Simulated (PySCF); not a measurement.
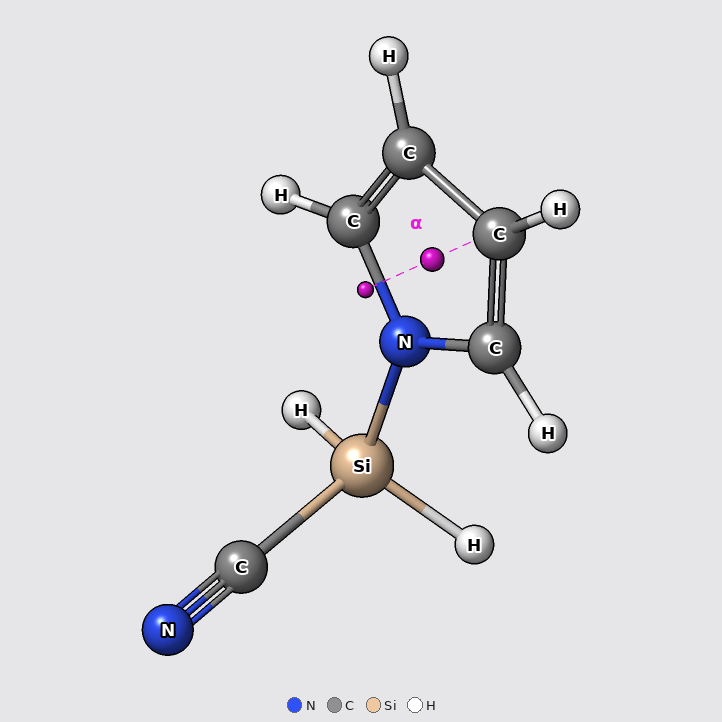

The small points mark where nucleus-independent chemical shifts (NICS) were computed: at the centre of each lettered ring and 1 Å above and below it. The geometry was computed by an optimisation with GFN2-xTB. No frequency run is at hand to confirm it as a minimum. Properties computed with GIAO PBE0/pcSseg-1 NMR shielding, non-relativistic, gas phase (PySCF 2.14.0).

Give NICS(0), NICS(1) and the out-of-plane component NICS(1)zz for each ring (means of the two sides).

| ring | members | NICS(0) | NICS(1) | NICS(1)zz |
| --- | --- | --- | --- | --- |
| α | C4N | −12.8 | −10.9 | −29.3 |

Values in ppm.

What do the values say about the ring currents?

Ring α: diatropic, as in an aromatic ring. NICS is one index among several.

The geometry is semi-empirical. Around Si such bond lengths and angles can be off by a tenth of an ångström or more and by several degrees, and values that hang on the shape move with them.
